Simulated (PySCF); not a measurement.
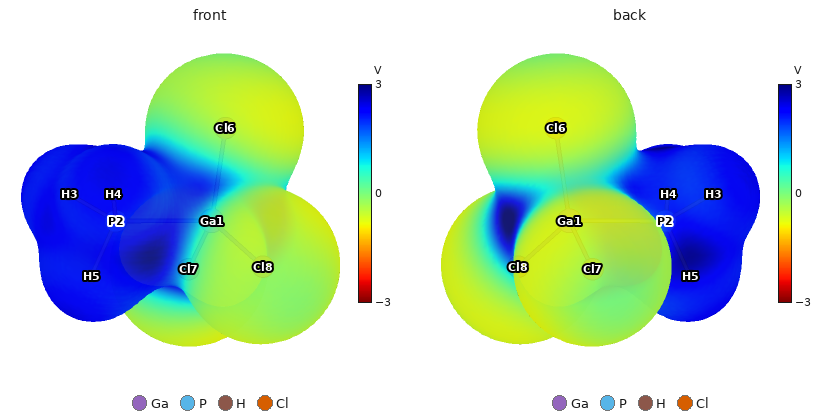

*Cl3GaH3P (Ga(PH3)Cl3). The molecular electrostatic potential painted on the density surface at 0.004 e/bohr³, seen from the front and from behind; the colour scale runs from red (negative) to blue (positive).*

Geometry: PBE0-D3(BJ)/def2-SVP.

All numbers below come from CAM-B3LYP/def2-SVPD, SCF density, gas phase (PySCF).

```xyz
8

Ga    0.0364   -0.0040   -1.3624
P     0.0118   -0.0149    1.1265
H     0.6537    1.0588    1.7877
H     0.6104   -1.1212    1.7743
H    -1.2556    0.0063    1.7553
Cl    2.1652   -0.0120   -1.7171
Cl   -1.0353    1.8323   -1.7198
Cl   -1.0483   -1.8309   -1.7281
```

> Describe the electrostatic potential map.

The most negative region (about −0.8 V, or −18 kcal/mol for a unit charge) lies over Cl6, Cl7 and Cl8, the most positive (about +2.9 V, or +67 kcal/mol for a unit charge) over Ga1 and P2.

> How polar is the molecule by this calculation?

Its dipole moment is 5.95 D.
